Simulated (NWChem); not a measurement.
# One shape, several levels: C2H7ClSi2 (SMILES [SiH3]/C=C\[SiH2]Cl)

We compute a comparison of 4 runs (HF/STO-3G, HF/3-21G, B3LYP/6-31G*) of C2H7ClSi2. 

The calculation is run with NWChem 7.3.0.

## 1. The structure to begin with

C2H7ClSi2: 12 atoms, total charge 0, spin state singlet. SMILES: `[SiH3]/C=C\[SiH2]Cl`. The shape is that of a PBE0-D4/def2-TZVP optimisation. This is one conformer, not always the lowest.

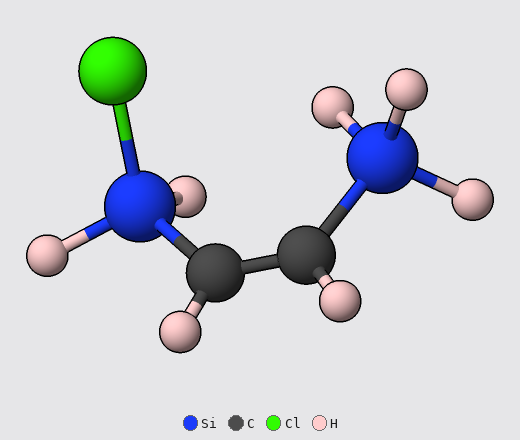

Viewed from a chosen angle; silicon blue, carbon dark grey, chlorine green, hydrogen pink.

## 2. Energy and gradient at HF/STO-3G (run 1)

Input file c2h7clsi2.nw:

```
start c2h7clsi2
title "C2H7ClSi2"
memory 2200 mb
charge 0

geometry units angstroms noautosym nocenter noautoz
  Si    -1.534500     0.722300    -0.756200
  C     -0.831600    -0.921400    -0.213400
  C      0.355400    -1.136400     0.364800
  Si     1.629700     0.148600     0.806900
  Cl     2.443400     0.973200    -0.897900
  H     -0.663800     1.836300    -0.306000
  H     -2.894900     0.886200    -0.177700
  H     -1.651900     0.749100    -2.237800
  H     -1.461300    -1.792000    -0.407400
  H      0.628300    -2.165500     0.604800
  H      1.066700     1.259000     1.608800
  H      2.732500    -0.504700     1.550500
end

basis spherical bse
  * library STO-3G
end

scf
  thresh 1e-08
  maxiter 80
  print medium
end

task scf gradient
```

The run is started by

```
nwchem c2h7clsi2.nw > c2h7clsi2.out
```

The log of the run:

```text
[...]
  functions       =    44
[...]
  wavefunction    = RHF
[...]
         Total SCF energy =  -1104.699602951334
      One-electron energy =  -2186.478152522821
      Two-electron energy =    753.497131830551
 Nuclear repulsion energy =    328.281417740936
        Time for solution =      3.1s
[...]
                         RHF ENERGY GRADIENTS
    atom               coordinates                        gradient
                 x          y          z           x          y          z
   1 Si     -2.899785   1.364949  -1.429011    0.015483  -0.023218   0.010774
   2 C      -1.571496  -1.741194  -0.403268   -0.026936   0.001631  -0.012287
   3 C       0.671609  -2.147485   0.689372    0.026083  -0.004386   0.013546
   4 Si      3.079686   0.280813   1.524820   -0.001448   0.007383  -0.046809
   5 Cl      4.617356   1.839081  -1.696785   -0.006554  -0.006812   0.013493
   6 H      -1.254400   3.470104  -0.578256    0.019997   0.024996   0.009897
   7 H      -5.470568   1.674675  -0.335804   -0.030785   0.003358   0.012270
   8 H      -3.121638   1.415594  -4.228829   -0.003156   0.000610  -0.032868
   9 H      -2.761457  -3.386389  -0.769874   -0.003259  -0.003903  -0.001387
  10 H       1.187315  -4.092202   1.142906    0.001000  -0.006510   0.001006
  11 H       2.015771   2.379165   3.040191   -0.012061   0.022035   0.016642
[...]
```

It took 4.5 s on 1 thread of Intel Xeon 6975P-C (Granite Rapids), shared host; peak memory 0.096 GiB.

## 3. Energy and gradient at HF/3-21G (run 2)

Input file run.py:

```python
from ase import Atoms
from ase.calculators.nwchem import NWChem

mol = Atoms(['Si', 'C', 'C', 'Si', 'Cl', 'H', 'H', 'H', 'H', 'H', 'H', 'H'], positions=[
    [-1.534500, 0.722300, -0.756200],
    [-0.831600, -0.921400, -0.213400],
    [0.355400, -1.136400, 0.364800],
    [1.629700, 0.148600, 0.806900],
    [2.443400, 0.973200, -0.897900],
    [-0.663800, 1.836300, -0.306000],
    [-2.894900, 0.886200, -0.177700],
    [-1.651900, 0.749100, -2.237800],
    [-1.461300, -1.792000, -0.407400],
    [0.628300, -2.165500, 0.604800],
    [1.066700, 1.259000, 1.608800],
    [2.732500, -0.504700, 1.550500],
])

calc = NWChem(
    label='a',
    theory='scf',
    memory='2200 mb',
    basis='3-21G',
    basispar='spherical bse',
    scf={'nopen': '0', 'rhf': None, 'thresh': '1e-08', 'maxiter': '80'},
)
mol.calc = calc

forces = mol.get_forces()
e = mol.get_potential_energy()
print(f"E = {e:.6f} eV")
print("forces (eV/A):")
for s, f in zip(mol.symbols, forces):
    print(f"{s:2s} {f[0]:10.5f} {f[1]:10.5f} {f[2]:10.5f}")
print("dipole (e A):", mol.get_dipole_moment().round(4))
```

The run is started by

```
export ASE_NWCHEM_COMMAND="nwchem PREFIX.nwi > PREFIX.nwo"
python run.py
```

The log of the run:

```text
E = -30244.623773 eV
forces (eV/A):
Si   -0.45179    0.72397   -0.36397
C     0.62797   -1.08897    0.44233
C    -0.87633   -0.75688   -0.30354
Si   -0.39806   -0.58220    2.25887
Cl    1.00139    0.97234   -1.94535
H    -0.06680   -0.02854   -0.00144
H    -0.00345    0.01702    0.01985
H    -0.00129    0.02263    0.00072
H     0.24425    0.32051    0.08716
H    -0.08870    0.40587   -0.08577
H     0.05939   -0.04582   -0.05255
H    -0.04659    0.04011   -0.05636
dipole (e A): [-0.3818 -0.3916  0.4036]
```

The calculator wrote a.nwi:

```
title "a"

permanent_dir a

scratch_dir a

start a

geometry units angstrom nocenter noautosym noautoz
  Si -1.5345000000000000e+00 7.2230000000000005e-01 -7.5619999999999998e-01
  C  -8.3160000000000001e-01 -9.2140000000000000e-01 -2.1340000000000001e-01
  C  3.5539999999999999e-01 -1.1364000000000001e+00 3.6480000000000001e-01
  Si 1.6296999999999999e+00 1.4860000000000001e-01 8.0689999999999995e-01
  Cl 2.4434000000000000e+00 9.7319999999999995e-01 -8.9790000000000003e-01
  H  -6.6379999999999995e-01 1.8363000000000000e+00 -3.0599999999999999e-01
  H  -2.8948999999999998e+00 8.8619999999999999e-01 -1.7770000000000000e-01
  H  -1.6518999999999999e+00 7.4909999999999999e-01 -2.2378000000000000e+00
  H  -1.4613000000000000e+00 -1.7920000000000000e+00 -4.0739999999999998e-01
  H  6.2829999999999997e-01 -2.1655000000000002e+00 6.0480000000000000e-01
  H  1.0667000000000000e+00 1.2589999999999999e+00 1.6088000000000000e+00
  H  2.7324999999999999e+00 -5.0470000000000004e-01 1.5505000000000000e+00
end

memory 2200 mb

basis spherical bse noprint
   * library 3-21G
end

scf
  nopen 0
  rhf
  thresh 1e-08
  maxiter 80
end

task scf gradient
```

a.nwo (excerpt; [...] marks lines left out):

```text
[...]
      One-electron energy =  -2190.362116254222
[... 1 line left out ...]
 Nuclear repulsion energy =    328.281417740936
[... 50 lines left out ...]
                       ROHF Final Molecular Orbital Analysis
[... 277 lines left out ...]
     1   1 0 0     -0.721548      0.000000     71.373061
[...]
  wavefunction    =   RHF
                         RHF ENERGY GRADIENTS
    atom               coordinates                        gradient
                 x          y          z           x          y          z
   1 Si     -2.899785   1.364949  -1.429011    0.008786  -0.014079   0.007078
   2 C      -1.571496  -1.741194  -0.403268   -0.012212   0.021177  -0.008602
   3 C       0.671609  -2.147485   0.689372    0.017042   0.014719   0.005903
[... 8 lines of this table left out ...]
  12 H       5.163676  -0.953745   2.930020    0.000906  -0.000780   0.001096
[...]
```

Run time: 5.4 s. Hardware: 1 thread of Intel Xeon 6975P-C (Granite Rapids), shared host; peak memory 0.096 GiB.

Run 3 isn't shown in full; the table further down has it.

## 4. Energy and forces at B3LYP/6-31G(d) (Cartesian functions) (run 4)

Changes to run.py since step 3:

```diff
@@ -19,8 +19,7 @@
 calc = NWChem(
-    label='a',
-    theory='scf',
+    label='c2h7clsi2',
+    theory='dft',
     memory='2200 mb',
-    basis='3-21G',
-    basispar='spherical bse',
-    scf={'nopen': '0', 'rhf': None, 'thresh': '1e-08', 'maxiter': '80'},
+    basis='6-31G*',
+    dft={'xc': 'b3lyp', 'mult': '1', 'grid': 'fine', 'convergence': 'energy 1e-08', 'iterations': '100', 'mulliken': None},
 )
@@ -29,4 +28,3 @@
 forces = mol.get_forces()
-e = mol.get_potential_energy()
-print(f"E = {e:.6f} eV")
+print(f"energy = {mol.get_potential_energy():.6f} eV")
 print("forces (eV/A):")
```

The run is started by

```
export ASE_NWCHEM_COMMAND="nwchem PREFIX.nwi > PREFIX.nwo"
python run.py
```

The log of the run:

```text
energy = -30466.553920 eV
forces (eV/A):
Si   -0.13853    0.16856   -0.09030
C    -0.35707   -0.02936   -0.14676
C     0.32710   -0.16213    0.20255
Si   -0.01352   -0.09549    0.42449
Cl    0.27305    0.22225   -0.40922
H    -0.05271    0.00596   -0.01753
H    -0.02715    0.02278   -0.00046
H    -0.01990    0.02545   -0.01975
H    -0.06027   -0.07538   -0.01712
H     0.03610   -0.08731    0.02031
H     0.02067    0.01023    0.02818
H     0.01229   -0.00555    0.02566
dipole (e A): [-0.2672 -0.3091  0.2329]
```

The calculator wrote c2h7clsi2.nwi:

```
title "c2h7clsi2"

permanent_dir c2h7clsi2

scratch_dir c2h7clsi2

start c2h7clsi2

geometry units angstrom nocenter noautosym noautoz
  Si -1.5345000000000000e+00 7.2230000000000005e-01 -7.5619999999999998e-01
  C  -8.3160000000000001e-01 -9.2140000000000000e-01 -2.1340000000000001e-01
  C  3.5539999999999999e-01 -1.1364000000000001e+00 3.6480000000000001e-01
  Si 1.6296999999999999e+00 1.4860000000000001e-01 8.0689999999999995e-01
  Cl 2.4434000000000000e+00 9.7319999999999995e-01 -8.9790000000000003e-01
  H  -6.6379999999999995e-01 1.8363000000000000e+00 -3.0599999999999999e-01
  H  -2.8948999999999998e+00 8.8619999999999999e-01 -1.7770000000000000e-01
  H  -1.6518999999999999e+00 7.4909999999999999e-01 -2.2378000000000000e+00
  H  -1.4613000000000000e+00 -1.7920000000000000e+00 -4.0739999999999998e-01
  H  6.2829999999999997e-01 -2.1655000000000002e+00 6.0480000000000000e-01
  H  1.0667000000000000e+00 1.2589999999999999e+00 1.6088000000000000e+00
  H  2.7324999999999999e+00 -5.0470000000000004e-01 1.5505000000000000e+00
end

memory 2200 mb

basis noprint
   * library 6-31G*
end

dft
  xc b3lyp
  mult 1
  grid fine
  convergence energy 1e-08
  iterations 100
  mulliken
end

task dft gradient
```

c2h7clsi2.nwo (excerpt; [...] marks lines left out):

```text
[...]
         Total DFT energy =    -1119.625214692960
[...]
  wavefunction    = closed shell
                         DFT ENERGY GRADIENTS
    atom               coordinates                        gradient
                 x          y          z           x          y          z
   1 Si     -2.899785   1.364949  -1.429011    0.002694  -0.003278   0.001756
   2 C      -1.571496  -1.741194  -0.403268    0.006944   0.000571   0.002854
   3 C       0.671609  -2.147485   0.689372   -0.006361   0.003153  -0.003939
[... 8 lines of this table left out ...]
  12 H       5.163676  -0.953745   2.930020   -0.000239   0.000108  -0.000499
[...]
```

Wall time 33 s (1 thread of Intel Xeon 6975P-C (Granite Rapids), shared host); peak memory 0.13 GiB.

## 5. All runs side by side

```tsv
run	level	iteration cap	module	energy (Eh)	dipole moment (D)	HOMO energy (eV)	LUMO energy (eV)	wall time
1	HF/STO-3G	80	scf	-1104.699603	2.94	-8.71	7.24	4.5 s
2	HF/3-21G	80	scf	-1111.469432	3.26	-10.79	2.24	5.4 s
3	B3LYP/6-31G* (spherical functions)	100	dft	-1119.616956	2.26	-7.85	-1.40	32 s
4	B3LYP/6-31G* (Cartesian functions)	100	dft	-1119.625215	2.26	-7.85	-1.40	33 s
```

## 6. Summary of results

```
                       quantity           value
            run 4: total energy  -1119.62521 Eh
           run 4: dipole moment          2.26 D
             run 4: HOMO energy        -7.85 eV
             run 4: LUMO energy        -1.40 eV
           run 4: HOMO–LUMO gap         6.45 eV
run 4: largest force on an atom      0.540 eV/Å
```

What this shows: The dipole moment (its size) runs from 2.26 D (B3LYP/6-31G*) to 3.26 D (HF/3-21G). The two ends differ in method and basis. The HOMO–LUMO gap runs from 6.45 eV (B3LYP/6-31G*) to 15.95 eV (HF/STO-3G). In run 1 the basis is minimal, so the values are rough. All runs together took 75 s, the longest 33 s.
